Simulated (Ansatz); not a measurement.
# C₄H₃F₇: inputs that go wrong

3 inputs were typed for C₄H₃F₇. Each is run as it stands; the log then has to tell whether the result can be used.

Method: the settings change from run to run; program: Ansatz 0.2.0, Gaussian basis.

### Step 1. The relaxed structure

An earlier PBE0-D4 in a triple-zeta def2 set relaxation fixed the geometry.

SMILES `FCC(F)(F)C(F)(F)C(F)F`, 14 atoms, charge 0, spin multiplicity 1.

Atoms are counted from 1 here; the program's logs count them from 0.

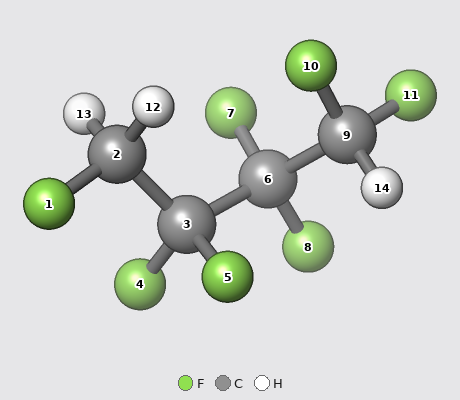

The geometry (fluorine green, carbon grey, hydrogen white); atoms are numbered from 1 in the order of the file.

### Step 2. Attempt 1

Input file in.yaml:

```yaml
crystal:
  periodic: [false, false, false]
  atoms:
    - {symbol: F, position_ang: [-2.407701, 1.553980, -0.412947]}
    - {symbol: C, position_ang: [-1.435367, 0.636619, -0.697604]}
    - {symbol: C, position_ang: [-0.722860, 0.277519, 0.592624]}
    - {symbol: F, position_ang: [-1.616023, -0.206233, 1.473939]}
    - {symbol: F, position_ang: [-0.162742, 1.382517, 1.143667]}
    - {symbol: C, position_ang: [0.401798, -0.775682, 0.438837]}
    - {symbol: F, position_ang: [-0.050896, -1.785815, -0.327396]}
    - {symbol: F, position_ang: [0.696002, -1.261852, 1.655062]}
    - {symbol: C, position_ang: [1.711919, -0.230859, -0.149592]}
    - {symbol: F, position_ang: [1.480208, 0.277065, -1.379815]}
    - {symbol: F, position_ang: [2.579053, -1.246050, -0.270071]}
    - {symbol: H, position_ang: [-0.732009, 1.066038, -1.411675]}
    - {symbol: H, position_ang: [-1.894109, -0.261965, -1.114911]}
    - {symbol: H, position_ang: [2.139825, 0.545518, 0.488880]}
basis:
  gaussian: {orbitals: def2-SVPD, final_grid: {core_spheres: 1, valence_spheres: 1, degree: 5}}
magnetization: {spin_polarized: true, initial_magnetization: 2}
hamiltonian: {xc: {name: PBE}}
output: {forces: true}
```

Run with:

```console
ansatz run in.yaml --threads 4 --pin off --events-out ev --progress --plain --max-ram 66560MiB --backend cpu
```

The log of the run, cut to the lines that bear on the results:

```text
Functional definition: PBE
  name "PBE"
  cite "Perdew, Burke & Ernzerhof, Phys. Rev. Lett. 77, 3865 (1996) doi:10.1103/PhysRevLett.77.3865"
  parent pbe
[...]
2163 factors; their error is unknown
[...]
a density is far from that of the atoms, so the factors are made again for it
2815 factors; integrals over basis functions are off by at most 6.7e-4 eV
[...]
mean field -23109.46030223 eV, -849.2570019523 hartree, gradient 5.4e-6 eV, S^2 2.001122; 17 other end points of the search recorded, 0 dependent functions left out
[...]
reference -23109.46032395 eV, -849.2570027503 hartree; 46, 44 occupied and 219, 221 virtual orbitals, 2815 factors
Total energy: -23109.46032395 eV, -849.2570027503 hartree
Atom 0 at    -2.407701     1.553980    -0.412947 Å, force     5.946263    -4.441697    -1.189858 eV/Å
Atom 1 at    -1.435367     0.636619    -0.697604 Å, force     2.860246     0.712310    10.655541 eV/Å
Atom 2 at    -0.722860     0.277519     0.592624 Å, force     4.137348    -0.681710    -7.159753 eV/Å
Atom 3 at    -1.616023    -0.206233     1.473939 Å, force     2.644832     0.781551    -5.237536 eV/Å
Atom 4 at    -0.162742     1.382517     1.143667 Å, force    -3.255247    -9.780639    -2.869978 eV/Å
Atom 5 at     0.401798    -0.775682     0.438837 Å, force    -1.558289     0.374603    -7.616510 eV/Å
Atom 6 at    -0.050896    -1.785815    -0.327396 Å, force     5.162451    19.373268    13.739663 eV/Å
Atom 7 at     0.696002    -1.261852     1.655062 Å, force    -0.630380     2.283979    -7.380810 eV/Å
Atom 8 at     1.711919    -0.230859    -0.149592 Å, force    -8.519308    -7.866731     3.705403 eV/Å
Atom 9 at     1.480208     0.277065    -1.379815 Å, force    -0.136259    -2.982024     1.876674 eV/Å
Atom 10 at     2.579053    -1.246050    -0.270071 Å, force    -4.457121     4.582355    -0.492460 eV/Å
Atom 11 at    -0.732009     1.066038    -1.411675 Å, force    -3.129536    -1.874823     2.749493 eV/Å
Atom 12 at    -1.894109    -0.261965    -1.114911 Å, force     1.999307     0.629138    -0.531507 eV/Å
Atom 13 at     2.139825     0.545518     0.488880 Å, force    -1.064306    -1.109581    -0.248362 eV/Å
Dipole moment:     0.671545     2.955968     1.107679 e Å
```

It took 74 s on 4 threads of AMD EPYC 7R13, shared host; peak memory 1.4 GiB.

What is wrong: The run converged, but a converged run isn't a right one. The integration grid is far too coarse. It also asks for charge 0 and multiplicity 3, another species or state than the molecule above. Its energy carries the error of the grid. Cure: drop final_grid and take the default grid, and set charge and spin to those of the species named.

### Step 3. Attempt 2

Input file in.yaml:

```yaml
crystal:
  periodic: [false, false, false]
  atoms:
    - {symbol: F, position_ang: [-4.549898, 2.936597, -0.780357]}
    - {symbol: C, position_ang: [-2.712451, 1.203036, -1.318281]}
    - {symbol: C, position_ang: [-1.366007, 0.524434, 1.119898]}
    - {symbol: F, position_ang: [-3.053842, -0.389724, 2.785341]}
    - {symbol: F, position_ang: [-0.307539, 2.612580, 2.161219]}
    - {symbol: C, position_ang: [0.759289, -1.465827, 0.829282]}
    - {symbol: F, position_ang: [-0.096180, -3.374702, -0.618689]}
    - {symbol: F, position_ang: [1.315254, -2.384555, 3.127615]}
    - {symbol: C, position_ang: [3.235060, -0.436261, -0.282689]}
    - {symbol: F, position_ang: [2.797189, 0.523578, -2.607474]}
    - {symbol: F, position_ang: [4.873705, -2.354695, -0.510360]}
    - {symbol: H, position_ang: [-1.383296, 2.014520, -2.667680]}
    - {symbol: H, position_ang: [-3.579348, -0.495043, -2.106877]}
    - {symbol: H, position_ang: [4.043686, 1.030881, 0.923851]}
basis:
  gaussian: {orbitals: def2-TZVP, final_grid: {core_spheres: 5, valence_spheres: 4, degree: 11}}
magnetization: {spin_polarized: true, initial_magnetization: 2}
hamiltonian: {xc: {name: HF}}
correlation: {method: ccsd_t, electrons: outside_noble_gas}
accuracy: high
```

Run with:

```console
ansatz run in.yaml --threads 4 --pin off --events-out ev --progress --plain --max-ram 66560MiB --backend cuda --devices 0, --max-vram 37GiB
```

The log of the run:

```text
Functional definition: HF
  name "HF"
  cite "Fock, Z. Phys. 61, 126 (1930) doi:10.1007/BF01340294"
  parent pbe
  exchange = exact_x
  correlation = 0
5634 factors; integrals over basis functions are off by at most 4.4e-7 eV
mean field evaluation 1: about -23000.1247 eV, gradient 8.5e1 eV
mean field evaluation 2: about -23000.1284 eV, gradient 8.5e1 eV
mean field evaluation 4: about -22791.2184 eV, gradient 2.0e2 eV
mean field evaluation 8: about -23053.1788 eV, gradient 1.5e1 eV
mean field evaluation 16: about -23076.8954 eV, gradient 7.4e0 eV
mean field evaluation 32: about -23079.2679 eV, gradient 4.2e-2 eV
mean field evaluation 64: about -23015.2136 eV, gradient 7.8e1 eV
mean field evaluation 96: about -23079.2920 eV, gradient 3.2e-4 eV
mean field evaluation 128: about -23079.1256 eV, gradient 7.4e-2 eV
mean field evaluation 160: about -23078.8963 eV, gradient 1.7e0 eV
mean field evaluation 192: about -23079.2920 eV, gradient 5.7e-2 eV
mean field evaluation 224: about -23079.2918 eV, gradient 7.2e-1 eV
mean field evaluation 256: about -23078.9370 eV, gradient 8.2e-1 eV
mean field evaluation 288: about -23078.9440 eV, gradient 4.5e-1 eV
mean field evaluation 320: about -23079.0118 eV, gradient 8.9e-1 eV
Error: SIGTERM received: run cancelled behind 342 evaluations of the mean field
```

It took 91 s on 1 × H100 (card shared with other runs) with 4 threads of AMD EPYC 7R13, shared host.

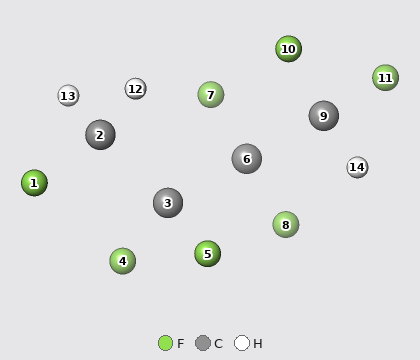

The geometry of this input.

What is wrong: Time ran out. The coordinates are in bohr but typed as ångström. The shortest distance is 2.06 Å (C2–H12), against 1.09 Å in the relaxed molecule. It also asks for charge 0 and multiplicity 3, another species or state than the molecule above. To mend it, take the coordinates from the file in ångström, and set charge and spin to those of the species named.

### Step 4. Attempt 3

Input file in.yaml:

```yaml
crystal:
  periodic: [false, false, false]
  atoms:
    - {symbol: F, position_ang: [-2.407701, 1.553980, -0.412947]}
    - {symbol: C, position_ang: [-1.435367, 0.636619, -0.697604]}
    - {symbol: C, position_ang: [-0.722860, 0.277519, 0.592624]}
    - {symbol: F, position_ang: [-1.616023, -0.206233, 1.473939]}
    - {symbol: F, position_ang: [-0.162742, 1.382517, 1.143667]}
    - {symbol: D, position_ang: [0.401798, -0.775682, 0.438837]}
    - {symbol: F, position_ang: [-0.050896, -1.785815, -0.327396]}
    - {symbol: F, position_ang: [0.696002, -1.261852, 1.655062]}
    - {symbol: C, position_ang: [1.711919, -0.230859, -0.149592]}
    - {symbol: F, position_ang: [1.480208, 0.277065, -1.379815]}
    - {symbol: F, position_ang: [2.579053, -1.246050, -0.270071]}
    - {symbol: H, position_ang: [-0.732009, 1.066038, -1.411675]}
    - {symbol: H, position_ang: [-1.894109, -0.261965, -1.114911]}
    - {symbol: H, position_ang: [2.139825, 0.545518, 0.488880]}
basis:
  gaussian: {orbitals: def2-mTZVPP}
magnetization: {spin_polarized: true, initial_magnetization: 2}
hamiltonian: {xc: {name: HSE06}, dispersion: d3bj}
output: {forces: true}
```

Run with:

```console
ansatz run in.yaml --threads 4 --pin off --events-out ev --progress --plain --max-ram 66560MiB --backend cpu
```

The log of the run:

```text
Error: YAML parse error: error: line 9 column 16: `D` is not an element symbol (H … Og, case-exact)
  --> <input>:9:16
   |
 7 |     - {symbol: F, position_ang: [-1.616023, -0.206233, 1.473939]}
 8 |     - {symbol: F, position_ang: [-0.162742, 1.382517, 1.143667]}
 9 |     - {symbol: D, position_ang: [0.401798, -0.775682, 0.438837]}
   |                ^ `D` is not an element symbol (H … Og, case-exact)
10 |     - {symbol: F, position_ang: [-0.050896, -1.785815, -0.327396]}
11 |     - {symbol: F, position_ang: [0.696002, -1.261852, 1.655062]}
   |
```

Run time: 0.05 s. Hardware: 4 threads of AMD EPYC 7R13, shared host.

Diagnosis: Refused before any calculation. An element symbol is wrong. It also asks for charge 0 and multiplicity 3, another species or state than the molecule above. Fix: correct the symbol, and set charge and spin to those of the species named.

### Step 5. How the tries ended

| attempt | level | ended | cause | time |
| --- | --- | --- | --- | --- |
| 1 | PBE/def2-SVPD | converged | the integration grid is far too coarse | 74 s |
| 2 | CCSD(T)/def2-TZVP | timeout | the coordinates are in bohr but typed as ångström | 91 s |
| 3 | HSE06/def2-mTZVPP | refused | an element symbol is wrong | 0.05 s |

**Reading.** 1 converged, 1 timeout, 1 refused. A refusal costs next to no computing time. The dangerous case is the input that converges on a wrong geometry, charge, spin, basis or grid: often only a look at the input shows it.
